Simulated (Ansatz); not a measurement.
**UCCSD/STO-3G run of CH4Si (SMILES [CH][SiH3])**

What is the energy change on altering one bond length of CH4Si at UCCSD/STO-3G? 

Program for the calculation: Ansatz 0.2.0.

40 further runs of the same task are left out: 40 set aside as unsound or not needed.

**1. The molecule**

CH4Si has 6 atoms, charge 0, and is taken as a triplet. SMILES: `[CH][SiH3]`. Geometry: relaxed at GFN2-xTB.

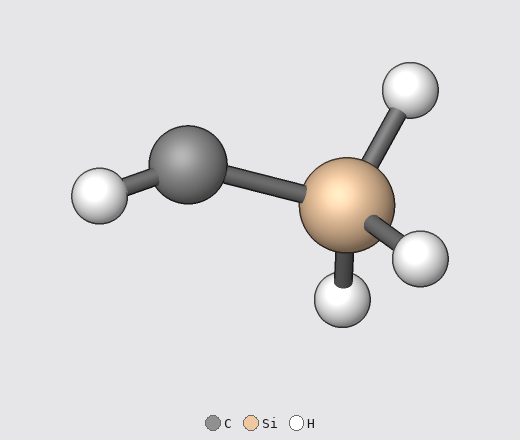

Viewed from a chosen angle; carbon grey, silicon light orange, hydrogen white.

**2. The energy at UCCSD/STO-3G**

Contents of molecule.yaml:

```yaml
basis:
  gaussian:
    orbitals: STO-3G
crystal:
  periodic: [false, false, false]
  atoms:
    - symbol: C
      position_ang: [0.667310, -0.852170, 0.734600]
    - symbol: Si
      position_ang: [-0.258900, 0.404300, -0.178590]
    - symbol: H
      position_ang: [1.137890, -1.813490, 0.730980]
    - symbol: H
      position_ang: [-1.544120, -0.143200, -0.644620]
    - symbol: H
      position_ang: [0.511450, 0.860970, -1.347520]
    - symbol: H
      position_ang: [-0.513620, 1.543590, 0.705170]
magnetization:
  spin_polarized: true
  initial_magnetization: 2
correlation:
  method: ccsd
  frozen_orbitals: {C: 1, H: 0, Si: 5}
accuracy: high
scf:
  omitted_lower_state_checks: [cluster_reference, increment]
```

On the command line:

```bash
$ ansatz run molecule.yaml --threads 1 --pin off --max-ram 2610MiB --events-out events.jsonl --progress --plain --runs-dir runs
```

Output (excerpt; [...] marks lines left out):

```text
Warning: RAYON_NUM_THREADS=1 ignored (pool sized by the plan → 1); use --threads N
Functional definition: HF
  name "HF"
[...]
311 factors; integrals over basis functions are off by at most 7.9e-9 eV
[...]
mean field -8849.88988323 eV, -325.2274545377 hartree, gradient 1.3e-8 eV, S^2 2.031190; 0 other end points of the search recorded, 0 dependent functions left out
6 core orbitals not correlated: weight in the atoms' cores, before any rotation towards them, 1.000 or more for the frozen orbitals, at most 0.000 for the correlated occupied ones
reference -8849.88988323 eV, -325.2274545377 hartree; 7, 5 occupied and 5, 7 virtual orbitals, 311 factors
second order -1.61913535 eV of doubles, -0.00000000 eV of singles
cycle   1  -2.12501705 eV  change   -5.1e-1 eV  update   5.9e-2
[...]
cycle  21  -2.44676949 eV  change   6.6e-10 eV  update  5.4e-10
Total energy: -8852.33665271 eV, -325.3173716579 hartree
Checks for a lower state left out: cluster_reference, increment
```

Run time: 0.2 s. Hardware: 1 thread of Arm Neoverse V1, shared host.

**3. The distorted shape**

Contents of molecule.yaml:

```yaml
crystal:
  periodic: [false, false, false]
  atoms:
    - {symbol: C, position_ang: [0.549668, -0.611845, 0.735505]}
    - {symbol: Si, position_ang: [-0.376542, 0.644625, -0.177685]}
    - {symbol: H, position_ang: [1.137890, -1.813490, 0.730980]}
    - {symbol: H, position_ang: [-1.661762, 0.097125, -0.643715]}
    - {symbol: H, position_ang: [0.393808, 1.101295, -1.346615]}
    - {symbol: H, position_ang: [-0.631262, 1.783915, 0.706075]}
basis:
  gaussian:
    orbitals: STO-3G
accuracy: high
scf:
  omitted_lower_state_checks: [cluster_reference, increment]
magnetization:
  spin_polarized: true
  initial_magnetization: 2
correlation:
  method: ccsd
  frozen_orbitals: {C: 1, H: 0, Si: 5}
```

On the command line:

```bash
$ ansatz run molecule.yaml --threads 1 --pin off --max-ram 2610MiB --events-out events.jsonl --progress --plain --runs-dir runs
```

Output (excerpt; [...] marks lines left out):

```text
Warning: RAYON_NUM_THREADS=1 ignored (pool sized by the plan → 1); use --threads N
Functional definition: HF
  name "HF"
[...]
312 factors; integrals over basis functions are off by at most 1.7e-8 eV
[...]
mean field -8848.86411363 eV, -325.1897582005 hartree, gradient 1.5e-8 eV, S^2 2.058708; 0 other end points of the search recorded, 0 dependent functions left out
6 core orbitals not correlated: weight in the atoms' cores, before any rotation towards them, 1.000 or more for the frozen orbitals, at most 0.000 for the correlated occupied ones
reference -8848.86411363 eV, -325.1897582005 hartree; 7, 5 occupied and 5, 7 virtual orbitals, 312 factors
second order -1.77533970 eV of doubles, -0.00000000 eV of singles
cycle   1  -2.34625246 eV  change   -5.7e-1 eV  update   6.6e-2
[...]
cycle  24  -2.75491773 eV  change   2.6e-10 eV  update  7.6e-10
Total energy: -8851.61903136 eV, -325.2909995597 hartree
Checks for a lower state left out: cluster_reference, increment
```

It took 0.2 s on 1 thread of Arm Neoverse V1, shared host.

**4. Results**

At UCCSD/STO-3G, 6 core orbitals frozen:

| quantity | value |
| --- | --- |
| first shape: total energy | -325.31737 Eh |
| first shape: correlation energy (6 core orbitals frozen) | -89.9 mEh |
| first shape: ⟨S²⟩ of the reference determinant | 2.031 |
| first shape: T1 diagnostic | 0.007 |
| distorted shape: total energy | -325.29100 Eh |
| distorted shape: correlation energy (6 core orbitals frozen) | -101.2 mEh |
| distorted shape: ⟨S²⟩ of the reference determinant | 2.059 |
| distorted shape: T1 diagnostic | 0.012 |
| energy change with the C1–H3 bond stretched from 1.070 to 1.338 Å | 0.718 eV |

With the C1–H3 bond stretched from 1.070 to 1.338 Å the energy rises by 0.72 eV (69.2 kJ/mol). The first shape isn't relaxed at this level, so the change isn't measured from a minimum. The minimal basis adds a large error of its own.
